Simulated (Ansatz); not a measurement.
**Ligand exchange: CH8OSi2 + Mo(OH)2O2 → Si2H6O2 + Mo(CH3)(OH)O2**

Species: CH8OSi2 `C[SiH2][SiH2]O`, singlet; Mo(OH)2O2 (molybdic acid), singlet; Si2H6O2 `O[SiH2][SiH2]O`, singlet; Mo(CH3)(OH)O2, singlet. The partners trade CH3 for OH: Si–CH3 and Mo–OH bonds give way to Si–OH and Mo–CH3.

Shapes, held fixed at every level: PBE0-D4/def2-TZVP. Flexible molecules stand in one conformer, not always the lowest. Programs: Ansatz 0.2.0. Electronic energies: no zero-point or thermal term.

| level | kind | ΔE (kJ/mol) | less CCSD(T)/def2-TZVPP |
| --- | --- | --- | --- |
| PBE-D4/def2-TZVPP | GGA | +29.4 | +17.8 |
| PBE0-D4/def2-TZVPP | global hybrid | +22.7 | +11.1 |
| wB97M-V/def2-TZVPP | range-separated hybrid | +15.3 | +3.7 |
| B2PLYP/def2-TZVPP | double hybrid | +17.9 | +6.3 |
| MP2/def2-TZVPP | perturbation theory | +14.2 | +2.6 |
| CCSD/def2-TZVPP | coupled cluster or CI | +7.8 | -3.8 |
| CCSD(T)/def2-TZVPP | coupled cluster or CI | +11.6 | 0.0 |

The highest level, CCSD(T)/def2-TZVPP, gives ΔE = +11.6 kJ/mol; the levels span +7.8 to +29.4. The column of differences is taken from that level and isn't an error. No measured value is set beside it here. T1 is large for Mo(OH)2O2 (0.025), Mo(CH3)(OH)O2 (0.025), so single-reference values are less sure there. For atoms past krypton def2 sets carry core potentials with scalar relativity. Outer-core shells of Mo are correlated in most correlated rows, in sets that cover them unevenly.

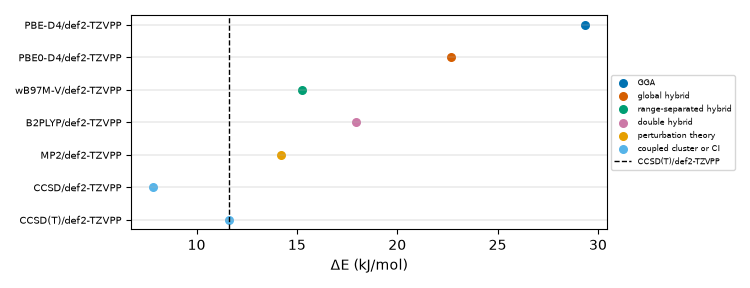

The values of the table, level by level.
